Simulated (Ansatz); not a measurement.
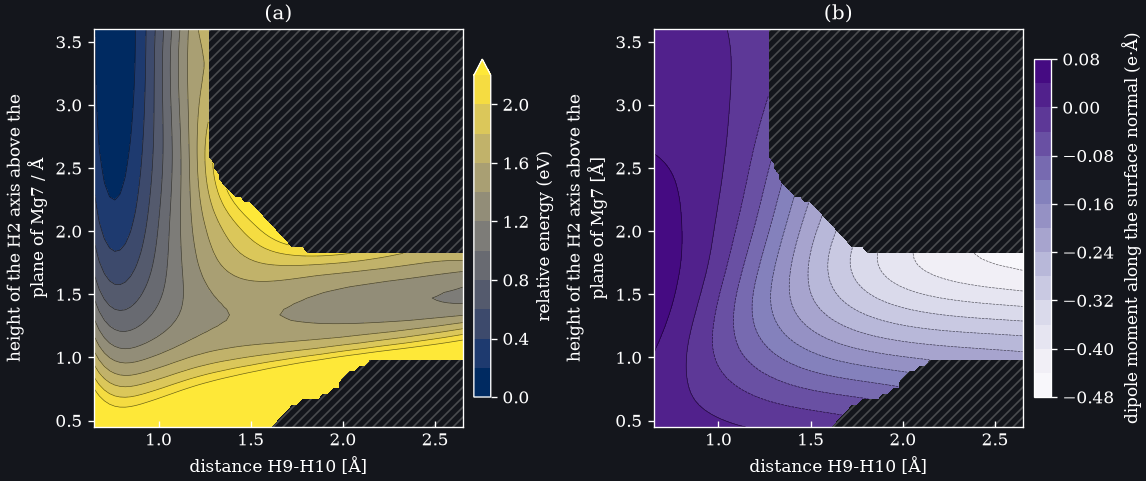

H₂ on a Mg(100) slab cut from the P6_3/mmc phase, its upper half relaxed before the scan (8 atoms of substrate and one adsorbate in a 2 × 1 cell). H2 lies flat over one site of a rigid substrate while its bond length and height are varied; it sits over a hollow site, heights counted from the top plane, its axis along the first surface vector. First axis: distance H9-H10. Second axis: height of the H2 axis above the plane of Mg7. Grid: 8 × 9 points. At 20 points there is no value (left out: too close to the surface, or the stretched molecule far from it). Points are written as (first, second). Energies: eV, counted from the lowest grid point. These are results of DFT PBE, scalar-relativistic, plane waves, PAW in Ansatz, not measurements. Settings: cutoff 420 eV, k-mesh 4×5×1, gaussian smearing 0.1 eV, no spin polarisation.

Panel (a) is the energy and panel (b) the computed dipole moment along the surface normal on the same grid.

Drawn: filled contours, one colour for all values above the top of the scale, hatched blanks where no value was computed. Between grid points the surface is interpolated.

**How does the dipole moment along the surface normal vary over the map, and what is it at the lowest grid point?**

Leaving out the highest fifth of the energies, it runs from −0.45 e·Å at (2.650 Å, 1.73 Å) to 0.06 e·Å at (0.650 Å, 1.73 Å). At the lowest grid point, (0.750 Å, 3.60 Å), it is 0.01 e·Å. That point lies on the edge of the scan.
